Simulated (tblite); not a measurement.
# Run report: C5H12N2Si2, geometry relaxation (part 2 of 2)

C5H12N2Si2, SMILES CN[Si@H]1C=C[Si@H](N)C=C1; GFN2-xTB geometry optimisation, gas phase (tblite 0.8.0). 

Geometry of the input (Å):
```
C  -3.4045  0.1654  0.3532
N  -2.3260  -0.6114  0.9369
Si -1.0072  -0.5977  -0.2747
C  -0.3016  1.1111  -0.4129
C  0.9450  1.3683  -0.0948
Si 2.1741  0.1470  0.4819
N  3.7021  0.3856  -0.4247
C  1.5453  -1.5655  0.3305
C  0.2843  -1.8641  0.0267
H  -4.2197  -0.5372  0.1164
H  -3.6926  1.0121  0.9930
H  -3.0633  0.6144  -0.6168
H  -1.9756  -0.0419  1.7808
H  -1.6438  -0.8998  -1.5717
H  -0.9389  1.9385  -0.7427
H  1.2756  2.4114  -0.1975
H  2.4619  0.3671  1.9230
H  3.5147  1.1370  -1.1229
H  4.4491  0.7751  0.2216
H  2.2451  -2.3946  0.4962
H  -0.0329  -2.9039  -0.0473
```

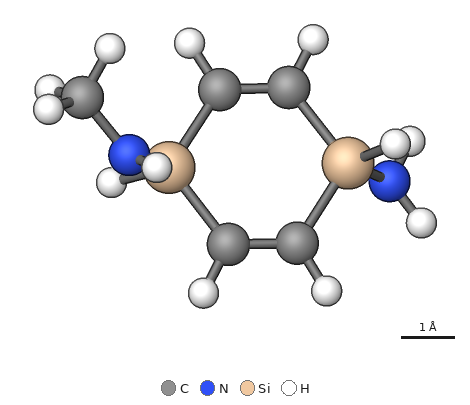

Figure 1. The geometry at step 92 of the log (ball-and-stick view, seen at a tilt).

### Trajectory as extended XYZ, continued
```
21
Properties=species:S:1:pos:R:3:forces:R:3 step=60 energy=-709.26815
C    -3.5435    0.1254    0.4853   -0.0230   0.0110  -0.0090
N    -2.3429   -0.6709    0.5332   -0.0090   0.0230   0.0890
Si   -0.9785   -0.4562   -0.5009   -0.0280   0.0180   0.0100
C    -0.2163    1.2698   -0.5493    0.0360   0.0210  -0.0130
C     1.0324    1.5521   -0.1884    0.0310   0.0020  -0.0070
Si    2.2286    0.3055    0.5458    0.0210  -0.0390   0.0370
N     3.7099    0.3314   -0.3489    0.0290   0.0160  -0.0270
C     1.5153   -1.4337    0.4696    0.0050  -0.0200  -0.0210
C     0.2724   -1.7207    0.0964   -0.0230   0.0050   0.0170
H    -4.4192   -0.4992    0.6850    0.0060   0.0100  -0.0080
H    -3.5362    0.9441    1.2138    0.0230   0.0090  -0.0150
H    -3.6439    0.5558   -0.5077   -0.0040  -0.0230  -0.0160
H    -2.1879   -1.0452    1.4578    0.0110  -0.0150  -0.0360
H    -1.4484   -0.7589   -1.8665   -0.0280  -0.0110  -0.0270
H    -0.8347    2.0766   -0.9367   -0.0470  -0.0270  -0.0100
H     1.3965    2.5715   -0.2859   -0.0310   0.0200   0.0020
H     2.4669    0.6764    1.9575    0.0090  -0.0080   0.0340
H     3.8242    0.9781   -1.1107   -0.0080   0.0300   0.0110
H     4.5820    0.2146    0.1380   -0.0040  -0.0340  -0.0130
H     2.1754   -2.2452    0.7657   -0.0070   0.0130   0.0190
H    -0.0611   -2.7544    0.1009    0.0420  -0.0030  -0.0150
21
Properties=species:S:1:pos:R:3:forces:R:3 step=65 energy=-709.27361
C    -3.5397    0.1304    0.4863    0.0440  -0.0130   0.0030
N    -2.3399   -0.6687    0.5153    0.0280  -0.0090  -0.0870
Si   -0.9798   -0.4631   -0.5277    0.0180  -0.0060  -0.0020
C    -0.2196    1.2650   -0.5534    0.0060  -0.0440  -0.0560
C     1.0230    1.5537   -0.1754   -0.0180   0.0220  -0.0020
Si    2.2280    0.3082    0.5551   -0.0070   0.0850  -0.0390
N     3.6959    0.3344   -0.3639   -0.0690  -0.0060   0.0020
C     1.5151   -1.4291    0.4716   -0.0160   0.0370   0.0160
C     0.2722   -1.7175    0.0982    0.0110  -0.0010  -0.0170
H    -4.4106   -0.4790    0.7401    0.0030  -0.0160   0.0370
H    -3.4906    0.9731    1.1836   -0.0330   0.0430  -0.0060
H    -3.6823    0.5226   -0.5172    0.0400  -0.0020  -0.0220
H    -2.1493   -1.0385    1.4323   -0.0840  -0.0240   0.1060
H    -1.4462   -0.7772   -1.8966    0.0060   0.0150   0.0600
H    -0.8499    2.0646   -0.9393    0.0210  -0.0060   0.0190
H     1.3652    2.5827   -0.2523    0.0240  -0.0030   0.0090
H     2.4742    0.6864    1.9679   -0.0110  -0.0340  -0.0140
H     3.8421    1.0385   -1.0671    0.0040   0.0350   0.0380
H     4.5590    0.1204    0.1041    0.0570  -0.0230  -0.0310
H     2.1743   -2.2363    0.7779   -0.0100  -0.0270   0.0270
H    -0.0501   -2.7537    0.1149   -0.0140  -0.0210  -0.0420
21
Properties=species:S:1:pos:R:3:forces:R:3 step=70 energy=-709.28574
C    -3.5145    0.1373    0.4814   -0.0290   0.0280  -0.0450
N    -2.3210   -0.6667    0.5165   -0.0140  -0.0330   0.1210
Si   -0.9736   -0.4807   -0.5463    0.0060  -0.0170   0.0580
C    -0.2180    1.2448   -0.5775   -0.0370   0.0720   0.1070
C     1.0069    1.5601   -0.1656    0.0270  -0.0140  -0.0280
Si    2.2218    0.3258    0.5614   -0.0140  -0.1720  -0.0010
N     3.6717    0.3464   -0.3853   -0.1070   0.0510  -0.0370
C     1.5113   -1.4187    0.4809    0.0070  -0.0690   0.0430
C     0.2782   -1.7245    0.0878    0.0340  -0.0170  -0.0510
H    -4.3764   -0.4526    0.8010   -0.0240  -0.0040   0.0070
H    -3.4547    1.0290    1.1166    0.0450  -0.0150   0.0110
H    -3.6775    0.4633   -0.5405   -0.0480   0.0280  -0.0890
H    -2.1445   -1.0197    1.4453    0.0260  -0.0150  -0.0110
H    -1.4653   -0.7847   -1.9034   -0.0100  -0.0220   0.0010
H    -0.8742    2.0380   -0.9280    0.0410   0.0470  -0.0830
H     1.3321    2.5955   -0.2186   -0.0110   0.0180   0.0100
H     2.4823    0.6698    1.9813   -0.0360   0.0200  -0.0230
H     3.8578    1.1372   -0.9783    0.0290   0.0430   0.0070
H     4.5266    0.0140    0.0243    0.0520  -0.0530   0.0040
H     2.1577   -2.2315    0.8071    0.0340   0.0780   0.0030
H    -0.0357   -2.7654    0.0941    0.0280   0.0440  -0.0030
21
Properties=species:S:1:pos:R:3:forces:R:3 step=76 energy=-709.30243
C    -3.4855    0.1448    0.4633   -0.0280  -0.0060   0.0030
N    -2.3039   -0.6790    0.5301   -0.0180   0.0200   0.0010
Si   -0.9688   -0.4978   -0.5541   -0.0110   0.0250   0.0440
C    -0.2348    1.2388   -0.5670    0.0250   0.0340  -0.0440
C     0.9883    1.5590   -0.1526   -0.0480   0.0150   0.0700
Si    2.2057    0.3180    0.5594    0.0060   0.0350   0.0470
N     3.6318    0.3717   -0.4204    0.0880   0.0070  -0.0040
C     1.5089   -1.4250    0.4971    0.0720  -0.0200  -0.0570
C     0.2947   -1.7388    0.0598   -0.0320  -0.0160   0.0520
H    -4.3380   -0.4048    0.8684   -0.0570   0.0230  -0.0500
H    -3.3881    1.0820    1.0252    0.0340  -0.0070  -0.0260
H    -3.6813    0.3916   -0.5791   -0.0200  -0.0300   0.0600
H    -2.1204   -0.9776    1.4772    0.0410  -0.0050  -0.0560
H    -1.4811   -0.8047   -1.9044    0.0020  -0.0110   0.0410
H    -0.8853    2.0296   -0.9345    0.0020   0.0210  -0.0020
H     1.2897    2.6037   -0.1706    0.0450  -0.0360  -0.0390
H     2.4670    0.6564    1.9810   -0.0240   0.0310   0.0090
H     3.8887    1.2502   -0.8432    0.0090  -0.0390   0.0340
H     4.4615   -0.1056   -0.0986   -0.1180   0.0310  -0.0630
H     2.1616   -2.2184    0.8497    0.0110  -0.0320  -0.0100
H    -0.0194   -2.7771    0.0678    0.0190  -0.0390  -0.0100
21
Properties=species:S:1:pos:R:3:forces:R:3 step=81 energy=-709.31136
C    -3.4826    0.1492    0.4581    0.0000   0.0160   0.0020
N    -2.3013   -0.6772    0.5330   -0.0520  -0.0030  -0.0560
Si   -0.9612   -0.5042   -0.5480   -0.0480   0.0280   0.0080
C    -0.2393    1.2406   -0.5734    0.0080  -0.0160   0.0200
C     0.9713    1.5612   -0.1250    0.0360  -0.0070  -0.0420
Si    2.1989    0.3199    0.5696   -0.0030   0.0240   0.0040
N     3.6097    0.3955   -0.4321    0.0450  -0.0260   0.0180
C     1.5241   -1.4330    0.4896   -0.0280   0.0150   0.0170
C     0.3058   -1.7504    0.0623    0.0030   0.0420   0.0030
H    -4.3403   -0.3741    0.8896    0.0490   0.0260   0.0120
H    -3.3600    1.1093    0.9765   -0.0280  -0.0510  -0.0080
H    -3.7021    0.3579   -0.5875    0.0420  -0.0230   0.0120
H    -2.1046   -0.9613    1.4805   -0.0130   0.0030   0.0270
H    -1.4913   -0.8275   -1.8869    0.0290  -0.0010   0.0130
H    -0.8842    2.0326   -0.9509    0.0130  -0.0350   0.0030
H     1.2850    2.6012   -0.1513    0.0060   0.0060  -0.0060
H     2.4592    0.6594    1.9904   -0.0090   0.0060   0.0260
H     3.9161    1.2941   -0.7708   -0.0110  -0.0300   0.0320
H     4.4119   -0.1620   -0.1787   -0.0790   0.0300  -0.0420
H     2.1772   -2.2220    0.8522    0.0220  -0.0270  -0.0600
H    -0.0013   -2.7923    0.0572    0.0180   0.0210   0.0170
21
Properties=species:S:1:pos:R:3:forces:R:3 step=87 energy=-709.31713
C    -3.4849    0.1500    0.4541   -0.0050  -0.0030  -0.0060
N    -2.3149   -0.6900    0.5309    0.0170  -0.0020   0.0140
Si   -0.9643   -0.5007   -0.5338    0.0230  -0.0330  -0.0170
C    -0.2354    1.2405   -0.5725    0.0100  -0.0170   0.0020
C     0.9736    1.5639   -0.1215   -0.0100  -0.0010   0.0240
Si    2.1967    0.3284    0.5884   -0.0060  -0.0060  -0.0080
N     3.5892    0.4111   -0.4358    0.0240  -0.0320   0.0200
C     1.5330   -1.4271    0.4929   -0.0110   0.0190  -0.0030
C     0.3123   -1.7410    0.0704    0.0040  -0.0020   0.0090
H    -4.3393   -0.3448    0.9204    0.0050  -0.0250  -0.0220
H    -3.3462    1.1215    0.9429    0.0120   0.0110  -0.0160
H    -3.7104    0.3236   -0.5958   -0.0240   0.0180   0.0140
H    -2.1173   -0.9674    1.4801   -0.0130  -0.0010   0.0500
H    -1.4882   -0.8404   -1.8703    0.0250   0.0130  -0.0120
H    -0.8718    2.0258   -0.9751   -0.0100   0.0010   0.0220
H     1.2900    2.6028   -0.1494   -0.0040   0.0130  -0.0450
H     2.4543    0.6702    2.0095   -0.0040  -0.0030   0.0110
H     3.9425    1.3173   -0.6970    0.0060   0.0020   0.0080
H     4.3589   -0.2149   -0.2601   -0.0180   0.0040  -0.0120
H     2.1933   -2.2251    0.8243    0.0070   0.0240  -0.0330
H     0.0199   -2.7868    0.0518   -0.0280   0.0190   0.0010
21
Properties=species:S:1:pos:R:3:forces:R:3 step=92 energy=-709.31905
C    -3.4823    0.1492    0.4512   -0.0090  -0.0110   0.0050
N    -2.3129   -0.6913    0.5379    0.0000   0.0040   0.0040
Si   -0.9638   -0.5038   -0.5295    0.0010   0.0190   0.0210
C    -0.2351    1.2374   -0.5675   -0.0220   0.0060   0.0050
C     0.9738    1.5648   -0.1197   -0.0050   0.0040  -0.0140
Si    2.1949    0.3305    0.5934    0.0050  -0.0020   0.0050
N     3.5851    0.4135   -0.4326   -0.0110   0.0080   0.0050
C     1.5341   -1.4248    0.4913    0.0180  -0.0090  -0.0170
C     0.3126   -1.7402    0.0741   -0.0070  -0.0080   0.0010
H    -4.3364   -0.3455    0.9179   -0.0050   0.0040  -0.0010
H    -3.3409    1.1245    0.9313   -0.0110   0.0030   0.0070
H    -3.7109    0.3190   -0.5985    0.0030  -0.0030  -0.0070
H    -2.1219   -0.9609    1.4919    0.0020   0.0070  -0.0110
H    -1.4816   -0.8383   -1.8697    0.0130   0.0060  -0.0010
H    -0.8735    2.0222   -0.9682   -0.0060  -0.0050   0.0020
H     1.2913    2.6029   -0.1651   -0.0060   0.0050  -0.0080
H     2.4469    0.6699    2.0173   -0.0010  -0.0080  -0.0090
H     3.9456    1.3205   -0.6799    0.0170   0.0060   0.0020
H     4.3474   -0.2253   -0.2796    0.0210  -0.0280   0.0080
H     2.2016   -2.2228    0.8069    0.0030   0.0160  -0.0030
H     0.0171   -2.7842    0.0512    0.0010  -0.0140   0.0040
21
Properties=species:S:1:pos:R:3:forces:R:3 step=97 energy=-709.32001
C    -3.4862    0.1475    0.4500    0.0010   0.0130  -0.0030
N    -2.3167   -0.6922    0.5439   -0.0030   0.0060  -0.0040
Si   -0.9640   -0.5016   -0.5174    0.0000  -0.0200  -0.0200
C    -0.2401    1.2395   -0.5606    0.0160   0.0060   0.0050
C     0.9724    1.5681   -0.1234    0.0070  -0.0020   0.0030
Si    2.1934    0.3329    0.5932   -0.0030   0.0040  -0.0320
N     3.5872    0.4140   -0.4279    0.0250  -0.0130   0.0000
C     1.5382   -1.4242    0.4802   -0.0150   0.0080   0.0150
C     0.3122   -1.7423    0.0781    0.0070   0.0060   0.0000
H    -4.3431   -0.3444    0.9134   -0.0110  -0.0150   0.0030
H    -3.3471    1.1235    0.9300   -0.0120   0.0020  -0.0050
H    -3.7086    0.3150   -0.6018    0.0020  -0.0020   0.0100
H    -2.1238   -0.9528    1.4997   -0.0100  -0.0030   0.0080
H    -1.4650   -0.8352   -1.8648   -0.0100   0.0030   0.0080
H    -0.8788    2.0205   -0.9667   -0.0160   0.0120   0.0050
H     1.2900    2.6059   -0.1795    0.0050  -0.0060   0.0000
H     2.4420    0.6661    2.0190   -0.0060  -0.0040  -0.0100
H     3.9584    1.3189   -0.6663    0.0160   0.0110   0.0040
H     4.3427   -0.2375   -0.2883   -0.0240   0.0020   0.0120
H     2.2120   -2.2179    0.7902    0.0130  -0.0180  -0.0060
H     0.0160   -2.7868    0.0535    0.0180   0.0110   0.0080
21
Properties=species:S:1:pos:R:3:forces:R:3 step=103 energy=-709.32099
C    -3.4946    0.1484    0.4502   -0.0010  -0.0070  -0.0010
N    -2.3202   -0.6839    0.5498   -0.0020  -0.0060   0.0020
Si   -0.9645   -0.5016   -0.5091   -0.0020   0.0040   0.0050
C    -0.2425    1.2419   -0.5568    0.0000  -0.0070  -0.0050
C     0.9739    1.5708   -0.1309    0.0050  -0.0030  -0.0060
Si    2.1951    0.3358    0.5839    0.0060   0.0000   0.0060
N     3.5977    0.4156   -0.4235   -0.0170   0.0220  -0.0270
C     1.5446   -1.4223    0.4749    0.0050   0.0010  -0.0150
C     0.3156   -1.7412    0.0831    0.0020   0.0030  -0.0020
H    -4.3511   -0.3517    0.9077    0.0100   0.0070  -0.0110
H    -3.3665    1.1256    0.9311   -0.0030  -0.0090   0.0060
H    -3.7110    0.3163   -0.6024   -0.0050  -0.0050  -0.0020
H    -2.1375   -0.9545    1.5048    0.0020   0.0050  -0.0020
H    -1.4622   -0.8329   -1.8584   -0.0120  -0.0050   0.0080
H    -0.8861    2.0211   -0.9606    0.0060   0.0000   0.0160
H     1.2940    2.6073   -0.1922   -0.0030   0.0000   0.0000
H     2.4340    0.6579    2.0134    0.0000   0.0180   0.0020
H     3.9808    1.3174   -0.6560    0.0140  -0.0120   0.0160
H     4.3399   -0.2497   -0.2869    0.0250  -0.0120   0.0120
H     2.2253   -2.2160    0.7724   -0.0130   0.0040  -0.0010
H     0.0265   -2.7874    0.0596   -0.0160   0.0030   0.0000
21
Properties=species:S:1:pos:R:3:forces:R:3 step=108 energy=-709.32182
C    -3.5004    0.1433    0.4505    0.0000  -0.0020  -0.0020
N    -2.3252   -0.6872    0.5537    0.0070   0.0060  -0.0090
Si   -0.9681   -0.4983   -0.5026    0.0020   0.0080  -0.0030
C    -0.2447    1.2444   -0.5518    0.0100   0.0070   0.0050
C     0.9778    1.5719   -0.1420   -0.0020  -0.0030  -0.0030
Si    2.1998    0.3388    0.5725    0.0060  -0.0020  -0.0050
N     3.6078    0.4112   -0.4301    0.0270  -0.0300   0.0230
C     1.5479   -1.4192    0.4655   -0.0080   0.0020   0.0040
C     0.3147   -1.7363    0.0861   -0.0120  -0.0010  -0.0150
H    -4.3593   -0.3602    0.8972   -0.0150  -0.0210   0.0090
H    -3.3794    1.1167    0.9407    0.0050  -0.0010  -0.0110
H    -3.7099    0.3155   -0.6026    0.0000   0.0120  -0.0060
H    -2.1447   -0.9557    1.5097    0.0080   0.0000  -0.0010
H    -1.4619   -0.8266   -1.8550   -0.0140  -0.0060   0.0210
H    -0.8899    2.0269   -0.9454   -0.0110  -0.0020   0.0000
H     1.2976    2.6082   -0.2081   -0.0010  -0.0010   0.0000
H     2.4291    0.6652    2.0031    0.0080   0.0130  -0.0030
H     4.0064    1.3099   -0.6486   -0.0050   0.0060   0.0110
H     4.3453   -0.2556   -0.2665   -0.0050   0.0120  -0.0160
H     2.2268   -2.2144    0.7621    0.0030   0.0010  -0.0050
H     0.0215   -2.7815    0.0659   -0.0020   0.0010   0.0070
21
Properties=species:S:1:pos:R:3:forces:R:3 step=114 energy=-709.32251
C    -3.5076    0.1394    0.4480    0.0070   0.0100   0.0040
N    -2.3282   -0.6841    0.5591   -0.0060  -0.0120   0.0050
Si   -0.9699   -0.4940   -0.4936   -0.0070  -0.0200  -0.0150
C    -0.2451    1.2467   -0.5479    0.0090   0.0040   0.0030
C     0.9815    1.5726   -0.1494    0.0010   0.0040   0.0020
Si    2.2046    0.3405    0.5669   -0.0040   0.0040  -0.0140
N     3.6185    0.4099   -0.4277    0.0130   0.0090   0.0140
C     1.5509   -1.4166    0.4569   -0.0060   0.0030   0.0050
C     0.3150   -1.7335    0.0860   -0.0040   0.0020   0.0100
H    -4.3665   -0.3691    0.8905    0.0020  -0.0010  -0.0070
H    -3.3918    1.1136    0.9377   -0.0110  -0.0010   0.0050
H    -3.7109    0.3141   -0.6064    0.0000  -0.0130   0.0090
H    -2.1530   -0.9559    1.5151    0.0020   0.0110  -0.0020
H    -1.4746   -0.8284   -1.8395   -0.0040   0.0020  -0.0080
H    -0.8939    2.0281   -0.9374   -0.0020   0.0090  -0.0030
H     1.3014    2.6085   -0.2200    0.0040   0.0000   0.0010
H     2.4298    0.6744    1.9966    0.0040   0.0000  -0.0020
H     4.0294    1.3087   -0.6236   -0.0070  -0.0070   0.0040
H     4.3473   -0.2677   -0.2723    0.0040  -0.0030  -0.0080
H     2.2330   -2.2116    0.7457    0.0020  -0.0080   0.0020
H     0.0212   -2.7787    0.0696    0.0000   0.0070  -0.0040
21
Properties=species:S:1:pos:R:3:forces:R:3 step=119 energy=-709.32273
C    -3.5086    0.1385    0.4478   -0.0070  -0.0070  -0.0010
N    -2.3288   -0.6841    0.5609    0.0000   0.0040   0.0000
Si   -0.9718   -0.4948   -0.4942    0.0000   0.0070   0.0030
C    -0.2456    1.2470   -0.5469   -0.0010  -0.0030  -0.0070
C     0.9820    1.5730   -0.1513   -0.0020  -0.0050  -0.0040
Si    2.2058    0.3403    0.5628    0.0010  -0.0030   0.0080
N     3.6242    0.4093   -0.4249    0.0000   0.0070   0.0000
C     1.5507   -1.4165    0.4553    0.0000  -0.0010   0.0000
C     0.3139   -1.7329    0.0868    0.0010   0.0020  -0.0010
H    -4.3686   -0.3727    0.8855    0.0010  -0.0020   0.0010
H    -3.3980    1.1122    0.9395   -0.0010  -0.0030   0.0010
H    -3.7088    0.3125   -0.6070   -0.0010   0.0000   0.0000
H    -2.1513   -0.9485    1.5184    0.0050   0.0040   0.0050
H    -1.4804   -0.8302   -1.8385    0.0020   0.0050  -0.0040
H    -0.8960    2.0291   -0.9336    0.0040   0.0010   0.0000
H     1.3017    2.6091   -0.2209    0.0010  -0.0030   0.0000
H     2.4313    0.6760    1.9924   -0.0010  -0.0020  -0.0010
H     4.0337    1.3088   -0.6188    0.0050  -0.0040   0.0000
H     4.3526   -0.2691   -0.2713   -0.0010   0.0010  -0.0030
H     2.2333   -2.2124    0.7420   -0.0060   0.0010   0.0030
H     0.0197   -2.7777    0.0702    0.0000  -0.0010   0.0000
```

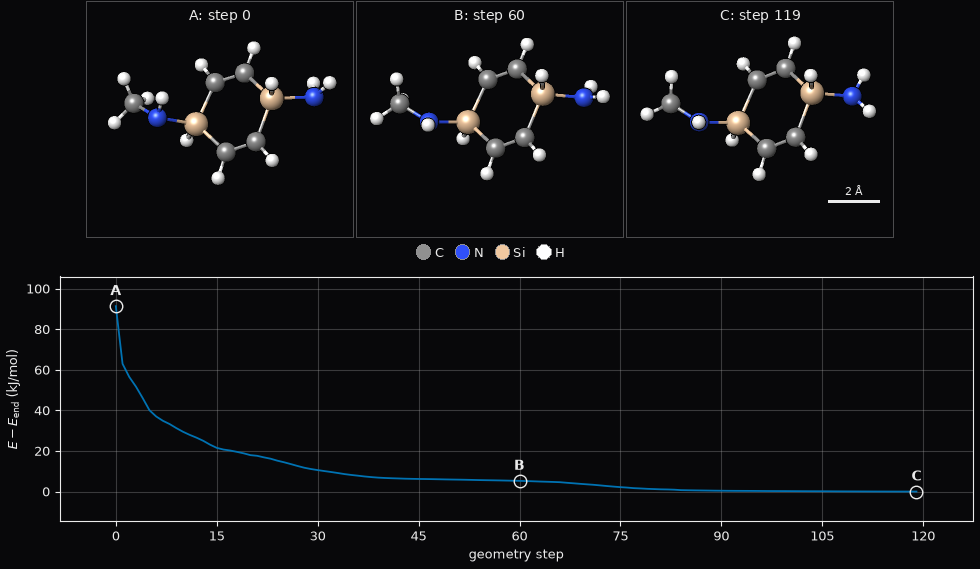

Figure 2. Frames of the relaxation (ball-and-stick view, seen at a tilt) above the curves, on which the letters mark them (steps are counted from 0).

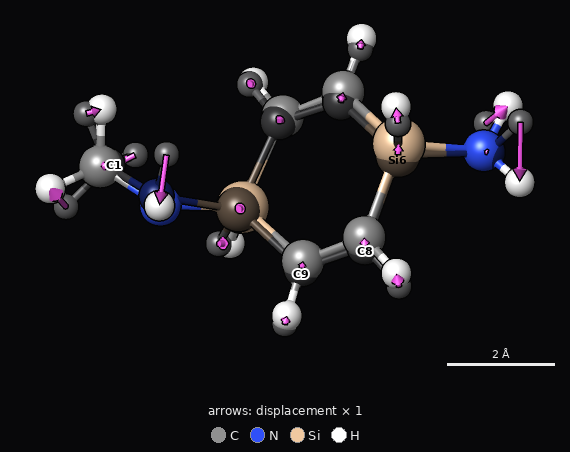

Figure 3. Start (faint) and end (solid) with the displacements as pink arrows, at true length (ball-and-stick view, seen at a tilt). The two geometries are laid on each other by the best rigid fit. The largest move after the best rigid fit is that of H19, 1.15 Å. Largest moves by element: H 1.15 Å, N 0.39 Å, Si 0.25 Å, C 0.22 Å. Among the contacts that change: N2–H13 1.077 → 1.009 Å, N2–Si3 1.791 → 1.729 Å, N7–H19 1.062 → 1.007 Å, C5–Si6 1.826 → 1.878 Å. Among the angles that change: C1–N2–Si3 105.7° → 122.1°, Si6–N7–H18 106.3° → 118.6°, Si3–N2–H13 106.7° → 118.0°. The energy falls by 91.4 kJ/mol in 119 geometry steps. Largest force component: 2 eV/Å at the start, 0.008 eV/Å at the end. (Atoms are counted from 1 in the order of the input.)

### Summary

| quantity | value |
| --- | --- |
| outcome | converged |
| total energy | −709.3227 eV |
| hardware | 1 CPU thread, shared host |
| peak memory | 0.18 GiB |
